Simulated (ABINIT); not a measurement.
# Diamond (Fd-3m, 2 atoms a cell): G0W0 with ABINIT, start to end

How does a plane-wave GW calculation on Diamond (Fd-3m, 2 atoms a cell) run from the first input to the gap?

Method: LDA and many-body steps on it, plane waves, in ABINIT 10.8.3.

**The experiments to reproduce.**

- Gap 5.5 eV: band gap, experimental literature value; bulk crystal (quoted in “Fermi level pinning by defects can explain the large reported carbon 1s binding energy variations in diamond”, 2019, arxiv:1902.02958).

- Gap 5.47 eV: experimental band gap used as input; bulk crystal (quoted in “Enhanced Electron Emission Performance and Air‐Surface Stability in ScO‐Terminated Diamond for Thermionic Energy Converters”, 2024, pmc:11600692).

## (1) Starting point

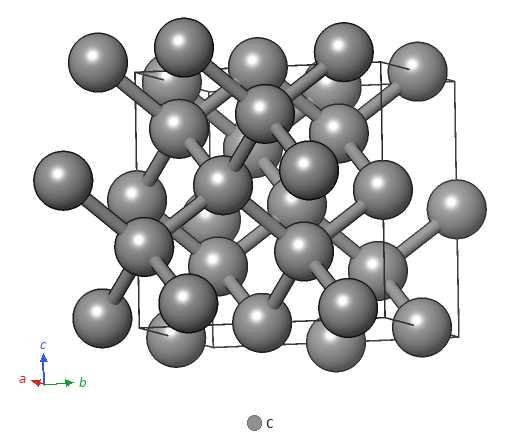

The cell as given, slightly off an axis (carbon grey). 2×1×1 cells are drawn. This picture shows the conventional cell, with its axes. Some periodic images of atoms are drawn too.

The cell and positions come from the Crystallography Open Database and are kept as given unless a step says otherwise.

## (2) Ground state

This step: ABINIT 10.8.3; DFT, LDA, plane waves, norm-conserving pseudopotentials.

The ground-state density comes first.

Input file run.abi:

```
acell 3*1.0 Angstrom
rprim 
  -0.000000000000 1.783370000000 1.783370000000
  1.783370000000 -0.000000000000 1.783370000000
  1.783370000000 1.783370000000 0.000000000000
ntypat 1
znucl 6
natom 2
typat 1 1
xred 
  0.000000000000 0.000000000000 -0.000000000000
  0.250000000000 0.250000000000 0.250000000000
pp_dirpath "pseudos"
pseudos "C.upf"
ecut 37
ngkpt 10 10 10
nshiftk 1
shiftk 0 0 0
kptopt 1
chksymbreak 0
nband 9
occopt 1
tolvrs 1e-10
nstep 60
prtwf 0
indata_prefix "in"
outdata_prefix "out"
tmpdata_prefix "tmp"
```

Run with:

```sh
$ OMP_NUM_THREADS=1 mpirun -n 4 abinit run.abi > log
```

Numbers of over 12 decimals in the logs are rounded to 6 here.

Log:

```text
.Version 10.8.3 of ABINIT. v10.8.2 released Aug 2026.

 Symmetries : space group Fd -3 m (#227); Bravais cF (face-center cubic)
================================================================================
 Values of the parameters that define the memory need of the present run
     intxc =       0    ionmov =       0      iscf =       7    lmnmax =       4
     lnmax =       4     mgfft =      30  mpssoang =       2    mqgrid =    3001
     natom =       2  nloc_mem =       1    nspden =       1   nspinor =       1
    nsppol =       1      nsym =      48    n1xccc =    2501    ntypat =       1
    occopt =       1   xclevel =       1
-    mband =           9        mffmem =           1         mkmem =          12
       mpw =         845          nfft =       27000          nkpt =          47
================================================================================
  Rough estimation (10% accuracy) of disk space for files :
================================================================================

--------------------------------------------------------------------------------
------------- Echo of variables that govern the present computation ------------
--------------------------------------------------------------------------------
 -outvars: echo values of preprocessed input variables --------
            acell      1.8897261259E+00  1.8897261259E+00  1.8897261259E+00 Bohr

      chksymbreak           0
             ecut      3.70000000E+01 Hartree
-          fftalg         312

              ixc       -1012
              kpt      0.00000000E+00  0.00000000E+00  0.00000000E+00
                       1.00000000E-01  0.00000000E+00  0.00000000E+00
                       2.00000000E-01  0.00000000E+00  0.00000000E+00
                       3.00000000E-01  0.00000000E+00  0.00000000E+00
                       4.00000000E-01  0.00000000E+00  0.00000000E+00
                       5.00000000E-01  0.00000000E+00  0.00000000E+00
                       1.00000000E-01  1.00000000E-01  0.00000000E+00
                       2.00000000E-01  1.00000000E-01  0.00000000E+00
                       3.00000000E-01  1.00000000E-01  0.00000000E+00
   [... 36 further rows ...]
                      -3.00000000E-01  4.00000000E-01  2.00000000E-01
                      -3.00000000E-01  5.00000000E-01  2.00000000E-01
         kptrlatt       10    0    0      0   10    0      0    0   10
          kptrlen      4.76601409E+01
P           mkmem          12
            natom           2
            nband           9
            ngfft          30      30      30
             nkpt          47
            nstep          60
             nsym          48
           ntypat           1
              occ      2.000000  2.000000  2.000000  2.000000  0.000000  0.000000
[...]
prtwf           0
            rprim     -0.0000000000E+00  1.7833700000E+00  1.7833700000E+00
[...]
spgroup         227

           tolvrs      1.00000000E-10

             xred      0.0000000000E+00  0.0000000000E+00  0.0000000000E+00
[...]
znucl        6.00000

================================================================================

 chkinp: Checking input parameters for consistency.

================================================================================
== DATASET  1 ==================================================================
-   mpi_nproc: 4, omp_nthreads: 1 (-1 if OMP is not activated)

--- !DatasetInfo
iteration_state: {dtset: 1, }
dimensions: {natom: 2, nkpt: 47, mband: 9, nsppol: 1, nspinor: 1, nspden: 1, mpw: 845, }
cutoff_energies: {ecut:  37.0, pawecutdg:  -1.0, }
electrons: {nelect:   8.00000000E+00, charge:   0.00000000E+00, occopt:   1.00000000E+00, tsmear:   1.00000000E-02, }

 Real(R)+Recip(G) space primitive vectors, cartesian coordinates (Bohr,Bohr^-1):
 R(1)=  0.0000000  3.3700809  3.3700809  G(1)= -0.1483644  0.1483644  0.1483644
 R(2)=  3.3700809  0.0000000  3.3700809  G(2)=  0.1483644 -0.1483644  0.1483644
 R(3)=  3.3700809  3.3700809  0.0000000  G(3)=  0.1483644  0.1483644 -0.1483644
 Unit cell volume ucvol=  7.6551017E+01 bohr^3
 Angles (23,13,12)=  6.00000000E+01  6.00000000E+01  6.00000000E+01 degrees

 getcut: wavevector=  0.0000  0.0000  0.0000  ngfft=  30  30  30
         ecut(hartree)=     37.000   => boxcut(ratio)=   2.30135

 getcut : COMMENT -
  Note that boxcut > 2.2 ; recall that boxcut=Gcut(box)/Gcut(sphere) = 2
  is sufficient for exact treatment of convolution.
  Such a large boxcut is a waste : you could raise ecut
  e.g. ecut=   48.989798 Hartrees makes boxcut=2

--- Pseudopotential description ------------------------------------------------
- C Generated using ONCVPSP code by D. R. Hamann
-  6.00000   4.00000  180309                  znucl, zion, pspdat
12 -1012 1 -1 1234                            pspcod,pspxc,lmax,lloc,mmax
     nproj     2     2
  pspatm : epsatm=    4.35103003
         --- l  ekb(1:nproj) -->
[...]
1   -4.185684   -0.892924
 pspatm: atomic psp has been read  and splines computed

   6.96164805E+01                                ecore*ucvol(ha*bohr**3)
--------------------------------------------------------------------------------

_setup2: Arith. and geom. avg. npw (full set) are     822.485     822.457

================================================================================

--- !BeginCycle
iteration_state: {dtset: 1, }
solver: {iscf: 7, nstep: 60, nline: 4, wfoptalg: 0, }
tolerances: {tolvrs: 1.00E-10, }

     iter   Etot(hartree)      deltaE(h)  residm     vres2
 ETOT  1  -12.045968769782    -1.205E+01 1.523E-01 7.209E+01
 ETOT  2  -12.063805947232    -1.784E-02 6.665E-03 2.061E-01
 ETOT  3  -12.063825716639    -1.977E-05 3.224E-03 6.572E-03
 ETOT  4  -12.063826148751    -4.321E-07 1.602E-03 5.775E-06
 ETOT  5  -12.063826149108    -3.574E-10 1.268E-03 5.807E-09
 ETOT  6  -12.063826149108     1.030E-13 1.212E-03 4.572E-11

 At SCF step    6       vres2   =  4.57E-11 < tolvrs=  1.00E-10 =>converged.

 Cartesian components of stress tensor (hartree/bohr^3)
  sigma(1 1)=  4.06865189E-04  sigma(3 2)=  0.00000000E+00
  sigma(2 2)=  4.06865189E-04  sigma(3 1)=  0.00000000E+00
  sigma(3 3)=  4.06865189E-04  sigma(2 1)=  0.00000000E+00

--- !ResultsGS
iteration_state: {dtset: 1, }
comment   : Summary of ground state results
lattice_vectors:
- [ -0.0000000,   3.3700809,   3.3700809, ]
- [  3.3700809,  -0.0000000,   3.3700809, ]
- [  3.3700809,   3.3700809,   0.0000000, ]
lattice_lengths: [   4.76601,    4.76601,    4.76601, ]
lattice_angles: [ 60.000,  60.000,  60.000, ] # degrees, (23, 13, 12)
lattice_volume:   7.6551017E+01
convergence: {deltae:  1.030E-13, res2:  4.572E-11, residm:  1.212E-03, diffor: null, }
etotal    :  -1.20638261E+01
entropy   :   0.00000000E+00
fermie    :   3.68790911E-01
cartesian_stress_tensor: # hartree/bohr^3
- [  4.06865189E-04,   0.00000000E+00,   0.00000000E+00, ]
- [  0.00000000E+00,   4.06865189E-04,   0.00000000E+00, ]
- [  0.00000000E+00,   0.00000000E+00,   4.06865189E-04, ]
pressure_GPa:  -1.1970E+01
xred      :
- [  0.0000E+00,   0.0000E+00,   0.0000E+00,  C]
- [  2.5000E-01,   2.5000E-01,   2.5000E-01,  C]
cartesian_forces: # hartree/bohr
- [ -0.00000000E+00,  -0.00000000E+00,  -0.00000000E+00, ]
- [ -0.00000000E+00,  -0.00000000E+00,  -0.00000000E+00, ]
force_length_stats: {min:   0.00000000E+00, max:   0.00000000E+00, mean:   0.00000000E+00, }

 Integrated electronic density in atomic spheres:
 ------------------------------------------------
 Atom  Sphere_radius  Integrated_density
    1        2.00000          4.69161343
    2        2.00000          4.65376417
================================================================================

 ----iterations are completed or convergence reached----

 Mean square residual over all n,k,spin=   61.993E-07; max=  12.116E-04
 reduced coordinates (array xred) for    2 atoms
       0.000000000000      0.000000000000      0.000000000000
       0.250000000000      0.250000000000      0.250000000000
 rms dE/dt=  0.0000E+00; max dE/dt=  0.0000E+00; dE/dt below (all hartree)
    1       0.000000000000      0.000000000000      0.000000000000
    2       0.000000000000      0.000000000000      0.000000000000

 cartesian coordinates (angstrom) at end:
    1      0.000000     0.000000     0.000000
    2      0.891685     0.891685     0.891685

 cartesian forces (hartree/bohr) at end:
    1     -0.000000    -0.000000    -0.000000
    2     -0.000000    -0.000000    -0.000000
 frms,max,avg= 0.0000000E+00 0.0000000E+00   0.000E+00  0.000E+00  0.000E+00 h/b

 cartesian forces (eV/Angstrom) at end:
    1     -0.000000    -0.000000    -0.000000
    2     -0.000000    -0.000000    -0.000000
 frms,max,avg= 0.0000000E+00 0.0000000E+00   0.000E+00  0.000E+00  0.000E+00 e/A
 length scales=  1.889726125908  1.889726125908  1.889726125908 bohr
              =  1.000000000000  1.000000000000  1.000000000000 angstroms
 prteigrs : about to open file out_EIG
 Fermi (or HOMO) energy (hartree) =   0.36879   Average Vxc (hartree)=  -0.50413
 Eigenvalues (hartree) for nkpt=  47  k points:
 kpt#   1, nband=  9, wtk=  0.00100, kpt=  0.0000  0.0000  0.0000 (reduced coord)
  -0.41574    0.36879    0.36879    0.36879    0.57315    0.57315    0.57315    0.86555
   1.06680
 prteigrs : prtvol=0 or 1, do not print more k-points.

--- !EnergyTerms
iteration_state     : {dtset: 1, }
comment             : Components of total free energy in Hartree
kinetic             :  8.52275355347911E+00
hartree             :  9.56771026470832E-01
xc                  : -4.33221440732825E+00
Ewald energy        : -1.27873442426994E+01
psp_core            :  9.09412870299240E-01
local_psp           : -4.68051972096022E+00
non_local_psp       : -6.52685228369418E-01
total_energy        : -1.20638261491081E+01
total_energy_eV     : -3.28273432947746E+02
band_energy         :  3.27132636195771E-01

 Cartesian components of stress tensor (hartree/bohr^3)
  sigma(1 1)=  4.06865189E-04  sigma(3 2)=  0.00000000E+00
  sigma(2 2)=  4.06865189E-04  sigma(3 1)=  0.00000000E+00
  sigma(3 3)=  4.06865189E-04  sigma(2 1)=  0.00000000E+00

-Cartesian components of stress tensor (GPa)         [Pressure= -1.1970E+01 GPa]
- sigma(1 1)=  1.19703871E+01  sigma(3 2)=  0.00000000E+00
- sigma(2 2)=  1.19703871E+01  sigma(3 1)=  0.00000000E+00
- sigma(3 3)=  1.19703871E+01  sigma(2 1)=  0.00000000E+00

== END DATASET(S) ==============================================================
================================================================================

 -outvars: echo values of variables after computation  --------
           etotal     -1.2063826149E+01
            nband           9
             nkpt          47
          spgroup         227
 [... the other variables as echoed above ...]

 Calculation completed.
```

It took 3.6 s on 4 MPI ranks of Arm Neoverse V1, shared host; peak memory 0.24 GiB; 14 s of CPU time.

This step gave:

| Item | Value |
| --- | --- |
| total energy | -328.2734 eV |
| gap | 4.179 eV |
| k of the valence top | 0, 0, 0 |
| k of the conduction bottom | 0.4, 0.4, 0 |
| least direct gap | 5.561 eV |
| pressure | -11.97 GPa |

The gap is indirect, with the least direct gap 1.38 eV higher.

The cutoff was set for levels, not for stress, so the pressure can be off by some GPa.

[end of part 1 of 3]

[Paths, hosts, dates, memory and timing lines, banners, echoed tables and standing remarks are left out of the program output.]

[Logs are printed without paths, hosts, clocks, repeated set-up lines and the standing remarks that a program may print on its own settings, such as how far it seeks lower states.]

[Runs of the session that timed out or met a known fault of the program may be left out.]

[Hosts, paths, dates, database ids (printed as entryN), source tags and the programs' standing remarks are cut or masked in the printed files.]

[G0W0 gaps are taken among the corrected bands and points alone; a level outside them can change the order at an edge.]

[Where Ansatz stands beside ABINIT at settings called matched, ABINIT's density can come from a denser mesh and the files from another edition; pairs whose starting gaps differed by over 0.03 eV were left out, so agreement reads better than it is.]
